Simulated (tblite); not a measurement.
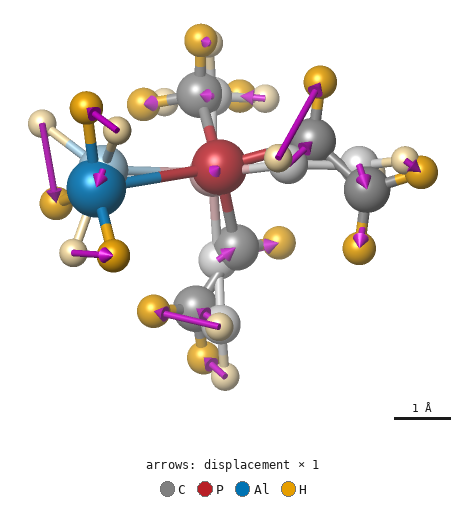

This is a relaxation of C5H12AlP. The starting structure is drawn faded, the final one solid; purple arrows show the displacements, at their true length. The two geometries are superimposed by the best rigid fit.

A ball-and-stick model, seen at a tilt.

Level of theory: GFN2-xTB geometry optimisation, gas phase in tblite 0.8.0. 

**Atoms of which element are displaced furthest, and by how much?**

Hydrogen: up to 1.99 Å, against 0.70 Å for carbon.

**What did the optimiser do to the structure, and how much energy did it gain?**

An H atom moves most after the best rigid fit: 1.99 Å. Largest moves by element: H 1.99 Å, C 0.70 Å, Al 0.38 Å, P 0.31 Å. Near-neighbour distances that change, for instance: Al–P 2.294 → 2.487 Å, C–P 1.779 → 1.812 Å, C–H 1.120 → 1.089 Å, Al–H 1.598 → 1.571 Å. Bond angles that change, for instance: C–P–Al 109.0° → 137.5°, P–Al–H 109.1° → 92.9°, P–Al–H 109.2° → 97.8°. Groups turn about C–P by about 80°, Al–P by about 40°. After 261 geometry steps the energy has fallen by 0.859 eV.
